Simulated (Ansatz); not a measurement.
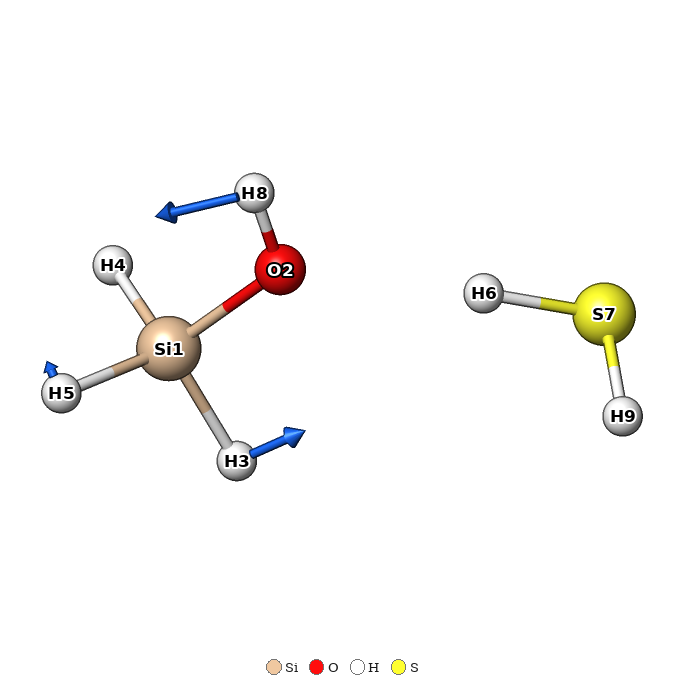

The arrows show one normal mode. Harmonic vibrations computed with RKS PBE0-D4/def2-TZVP (Ansatz 0.2.0) at a stationary point of the same level.

What kind of motion is it?

Mostly H–O–Si bending.

At what wavenumber does it lie?

905 cm⁻¹; it is mode 11 of 21 counted from the lowest.
